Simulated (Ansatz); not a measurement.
## Run report: WH7OF, molecular dynamics (part 3 of 3)

The same run, continued: WH7OF; RHF/def2-SVP (Ansatz 0.2.0). It belongs to a series of runs on one base structure; here: dynamics from the highest image of the converged band.

Geometry of the input (Å):
```
W  0.3916  0.3162  -0.1242
H  0.8840  -0.6769  1.3788
H  1.0592  -1.1409  -0.6132
F  0.7836  1.3266  -1.6886
H  -0.7481  0.4248  1.0965
H  -0.6020  -1.0161  -0.0361
H  -1.1810  0.5638  -0.5613
O  1.4672  1.4013  1.2775
H  1.1033  2.0587  1.8551
H  1.2485  0.2487  1.6341
```

**The program's output, continued**
```
md step   199: t =    99.50 fs  T =  1331.7 K  F+E_penalty+E_count = -6653.92408709 eV  E_kin = 1.377080 eV  conserved = -6652.54700721 eV  (45 SCF iters)
these checks for a lower state are left out or cut short: starts, cluster_reference, orbital_swaps, neighbouring_geometries, increment
1008 factors; integrals over basis functions are off by at most 1.1e-3 eV
mean field -6653.90796366 eV, -244.5266074837 hartree, gradient 1.2e-5 eV, S^2 0.000000; 0 other end points of the search recorded, 0 dependent functions left out
the calculation of the forces begins
reference -6653.90796366 eV, -244.5266074837 hartree; 19, 19 occupied and 76, 76 virtual orbitals, 1008 factors
1008 factors; integrals over basis functions are off by at most 1.1e-3 eV
mean field -6653.90796366 eV, -244.5266074837 hartree, gradient 1.2e-5 eV, S^2 0.000000; 1 other end points of the search recorded, 0 dependent functions left out
the calculation of the forces begins
reference -6653.90796366 eV, -244.5266074837 hartree; 19, 19 occupied and 76, 76 virtual orbitals, 1008 factors
md step   200: t =   100.00 fs  T =  1316.1 K  F+E_penalty+E_count = -6653.90796366 eV  E_kin = 1.360958 eV  conserved = -6652.54700566 eV  (45 SCF iters)
```

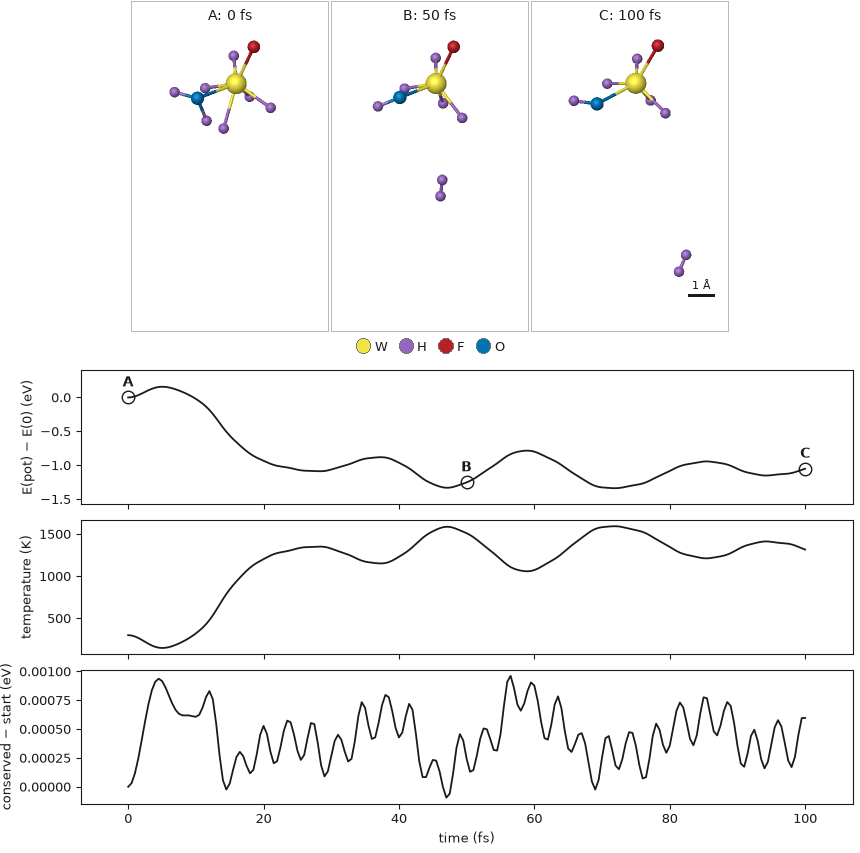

Fig. 1: Frames of the molecular dynamics (ball-and-stick, seen at a tilt) above the curves, on which the letters mark them. The trajectory kept here has 201 frames over 100 fs. The temperature starts at 300 K, ranges from 148 to 1593 K and averages 1344 K over the second half. The potential energy ends 1.050 eV below its first value. The conserved quantity stays within 0.0011 eV. After an unweighted best fit of the last frame on the first, the root-mean-square displacement is 3.23 Å, and H10 has moved furthest (6.32 Å).

```
Total energy: -6653.90796366 eV, -244.5266074837 hartree
Atom 0 at     0.440971     0.415765    -0.135024 Å, force     0.346469     1.368508     1.561227 eV/Å
Atom 1 at    -0.120630    -7.709527     5.139595 Å, force     0.213622    -0.178209     0.623780 eV/Å
Atom 2 at     1.363105    -0.980747    -0.157173 Å, force     0.273006     0.066575     0.066964 eV/Å
Atom 3 at     0.527695     1.013427    -1.951362 Å, force    -0.031830    -0.132092     0.937664 eV/Å
Atom 4 at    -0.797730     0.556067     0.944935 Å, force     0.141896    -0.080446     0.232830 eV/Å
Atom 5 at    -0.221617    -1.068944     0.246502 Å, force    -0.120378     0.249370     0.097758 eV/Å
Atom 6 at    -1.160801     0.181397    -0.517575 Å, force     0.364639     0.166023    -0.493962 eV/Å
Atom 7 at     1.320435     1.552062     1.263289 Å, force    -0.634875    -1.107165    -2.253405 eV/Å
Atom 8 at     1.208426     2.345945     1.773739 Å, force    -0.338920    -0.530774    -0.149072 eV/Å
Atom 9 at    -0.349004    -7.518944     4.472592 Å, force    -0.213631     0.178210    -0.623784 eV/Å
Dipole moment:     0.008947     0.147596     0.314283 e Å
```

**Trajectory as extended XYZ (Å, eV, eV/Å), 10 of the 201 frames kept, from step=0 to step=200**
```
10
Properties=species:S:1:pos:R:3:forces:R:3 step=0 time_fs=0.0 energy=-6652.85783 temperature=300.0
W     0.3916    0.3162   -0.1242   -0.0018   0.0001  -0.0008
H     0.8840   -0.6769    1.3788    0.0006   0.0010  -0.0001
H     1.0592   -1.1409   -0.6132    0.0000  -0.0004   0.0006
F     0.7836    1.3266   -1.6886    0.0004   0.0007  -0.0013
H    -0.7481    0.4248    1.0965    0.0004  -0.0001   0.0006
H    -0.6020   -1.0161   -0.0361    0.0005  -0.0010  -0.0007
H    -1.1810    0.5638   -0.5613   -0.0002   0.0004  -0.0003
O     1.4672    1.4013    1.2775   -0.0008  -0.0020  -0.0004
H     1.1033    2.0587    1.8551    0.0010   0.0009   0.0011
H     1.2485    0.2487    1.6341    0.0001   0.0006   0.0014
10
Properties=species:S:1:pos:R:3:forces:R:3 step=22 time_fs=11.0 energy=-6652.94916 temperature=389.0
W     0.3935    0.3186   -0.1262    0.8910   1.2209   1.1044
H     0.7059   -0.7236    1.5682   -0.4309  -1.1464  -0.4194
H     1.0158   -1.1570   -0.5465    0.5535  -0.2223  -0.0183
F     0.7687    1.3213   -1.6958   -0.3788  -0.2628   0.2516
H    -0.7623    0.4904    1.0507   -0.1673  -0.0365   0.1085
H    -0.4482   -1.1499   -0.0869   -0.4162   0.5092   0.1229
H    -1.2373    0.5066   -0.4165    0.3798   0.0498  -0.3603
O     1.4925    1.4084    1.2979   -1.1934   0.2441  -1.8503
H     0.9804    2.0703    1.7426    0.2966   0.1365   0.0850
H     1.0570   -0.0393    1.6168    0.4657  -0.4925   0.9759
10
Properties=species:S:1:pos:R:3:forces:R:3 step=44 time_fs=22.0 energy=-6653.86496 temperature=1274.2
W     0.4023    0.3271   -0.1207    1.1910   1.9077   1.3468
H     0.4979   -1.4294    1.6643    0.2517   0.2641   0.2582
H     1.2711   -1.1009   -0.4496   -0.5298  -0.0981   0.0125
F     0.7349    1.3024   -1.6901   -0.0519  -0.1923   0.1415
H    -0.8047    0.5177    1.0164    0.0636  -0.0016  -0.0655
H    -0.6997   -0.9408   -0.0621    0.4077  -0.3063  -0.0847
H    -1.1371    0.5178   -0.6900    0.1472   0.0266   0.0250
O     1.4384    1.4085    1.2097   -1.3388  -1.0900  -1.4437
H     1.1372    2.1612    1.7030    0.0668  -0.2726  -0.0416
H     0.9267   -0.9180    2.0266   -0.2076  -0.2376  -0.1483
10
Properties=species:S:1:pos:R:3:forces:R:3 step=67 time_fs=33.5 energy=-6653.80869 temperature=1219.9
W     0.4173    0.3457   -0.1095   -2.6636  -2.7220  -3.3716
H     0.4005   -2.0944    1.8682   -0.1679  -0.0956  -0.2307
H     1.1432   -1.2002   -0.3077    0.0118   0.4404   0.1577
F     0.7036    1.2754   -1.6827    0.8594   0.4182  -0.9267
H    -0.8639    0.5463    0.9540    0.2401  -0.0790  -0.0885
H    -0.6087   -0.9866   -0.0452   -0.0067  -0.1416   0.3370
H    -1.0273    0.5344   -0.8651   -0.6902  -0.0936   0.4681
O     1.3067    1.3557    1.0345    2.4229   2.2426   3.0016
H     1.3741    2.0300    1.6871   -0.1815   0.0108   0.2798
H     0.7314   -2.0686    2.5263    0.1758   0.0199   0.3732
10
Properties=species:S:1:pos:R:3:forces:R:3 step=89 time_fs=44.5 energy=-6654.10978 temperature=1510.9
W     0.4157    0.3519   -0.1161   -1.4197  -0.8749  -0.2130
H     0.3719   -2.7952    2.2877    0.1020  -0.3560   0.5910
H     1.1397   -1.1672   -0.0761    0.5025   0.0713  -0.2165
F     0.7141    1.2690   -1.7248   -0.2175  -0.0935  -0.5186
H    -0.7908    0.5089    0.9915    0.1348   0.0708   0.3349
H    -0.4019   -1.0836    0.2643   -0.2522   0.3438  -0.0571
H    -1.2005    0.4347   -0.5622    0.2963  -0.0824  -0.4718
O     1.3212    1.4305    1.0395    1.3112   0.5772   1.2525
H     1.3912    1.8470    1.8853   -0.3565   0.0068  -0.1314
H     0.4932   -3.1751    2.9406   -0.1009   0.3370  -0.5701
10
Properties=species:S:1:pos:R:3:forces:R:3 step=111 time_fs=55.5 energy=-6653.75324 temperature=1166.6
W     0.4068    0.3528   -0.1253    2.3990   3.2895   1.7860
H     0.3591   -3.5981    2.8518    0.0874   0.4523  -0.2958
H     1.4589   -0.9457   -0.0533   -0.2895  -0.5426  -0.1467
F     0.7155    1.2551   -1.7941   -0.6697  -0.8161   0.6859
H    -0.5671    0.5099    1.1908   -0.6342   0.0489  -0.1723
H    -0.4122   -0.9606    0.5384    0.3794  -0.1972  -0.4154
H    -1.2250    0.2410   -0.6017    0.4654   0.0919   0.1752
O     1.4256    1.5509    1.1368   -1.8576  -2.0389  -1.7372
H     1.0879    1.7108    2.0085    0.2069   0.1645  -0.1750
H     0.2412   -4.2060    3.2449   -0.0872  -0.4522   0.2951
10
Properties=species:S:1:pos:R:3:forces:R:3 step=133 time_fs=66.5 energy=-6654.02079 temperature=1425.1
W     0.4137    0.3712   -0.1234    2.8529   1.5542   0.7183
H     0.3334   -4.4737    3.4630   -0.3352  -0.7013   0.0402
H     1.4213   -0.9972   -0.1963   -0.2395   0.3146   0.0963
F     0.6774    1.1952   -1.8278   -0.5814  -0.6144   0.6821
H    -0.7535    0.5332    1.0864    0.3010  -0.1527  -0.2535
H    -0.2067   -1.0777    0.4192   -0.2395  -0.0057  -0.0893
H    -1.1415    0.1407   -0.6236   -0.3926   0.2618  -0.0614
O     1.4114    1.5390    1.1289   -2.1476  -1.6460  -1.0066
H     0.9721    1.7625    1.9410    0.4467   0.2881  -0.0856
H     0.0023   -5.1657    3.5028    0.3352   0.7013  -0.0403
10
Properties=species:S:1:pos:R:3:forces:R:3 step=156 time_fs=78.0 energy=-6654.03543 temperature=1439.3
W     0.4345    0.3993   -0.1189   -2.0807  -3.3990  -2.0894
H     0.2372   -5.5315    4.1064    0.4129   0.4915   0.3372
H     1.3374   -1.0301   -0.2633    0.2190   0.3934   0.0754
F     0.6047    1.1007   -1.8302    0.2750   0.6089  -0.8748
H    -0.8458    0.4263    0.9493    0.3659   0.0685   0.2464
H    -0.2030   -1.1251    0.1881   -0.3754   0.1632   0.2696
H    -1.1218    0.3401   -0.6749   -0.2538  -0.0704  -0.2270
O     1.2661    1.4284    1.0648    2.0775   2.4185   2.5683
H     1.2779    2.0746    1.7553   -0.2276  -0.1829   0.0314
H    -0.1780   -6.0264    3.7677   -0.4129  -0.4916  -0.3371
10
Properties=species:S:1:pos:R:3:forces:R:3 step=178 time_fs=89.0 energy=-6653.86378 temperature=1273.5
W     0.4429    0.4101   -0.1258   -1.8921  -0.4239  -0.4640
H     0.0987   -6.6007    4.6856   -0.4462  -0.2131  -0.6955
H     1.5089   -0.8829   -0.2383   -0.2355  -0.5699   0.0301
F     0.5506    1.0405   -1.8758    0.6126   0.6104  -0.6210
H    -0.6949    0.3997    1.0521   -0.5542   0.1885  -0.1383
H    -0.4567   -0.9751    0.1909    0.6485  -0.2477  -0.0054
H    -1.1319    0.4678   -0.7410    0.1709  -0.4543   0.5358
O     1.2383    1.4546    1.1491    1.5214   0.8956   0.3360
H     1.4227    2.2551    1.6068   -0.2717   0.0013   0.3267
H    -0.3040   -6.7926    4.0575    0.4462   0.2131   0.6956
10
Properties=species:S:1:pos:R:3:forces:R:3 step=200 time_fs=100.0 energy=-6653.90796 temperature=1316.1
W     0.4410    0.4158   -0.1350    0.3465   1.3685   1.5612
H    -0.1206   -7.7095    5.1396    0.2136  -0.1782   0.6238
H     1.3631   -0.9807   -0.1572    0.2730   0.0666   0.0670
F     0.5277    1.0134   -1.9514   -0.0318  -0.1321   0.9377
H    -0.7977    0.5561    0.9449    0.1419  -0.0804   0.2328
H    -0.2216   -1.0689    0.2465   -0.1204   0.2494   0.0978
H    -1.1608    0.1814   -0.5176    0.3646   0.1660  -0.4940
O     1.3204    1.5521    1.2633   -0.6349  -1.1072  -2.2534
H     1.2084    2.3459    1.7737   -0.3389  -0.5308  -0.1491
H    -0.3490   -7.5189    4.4726   -0.2136   0.1782  -0.6238
```
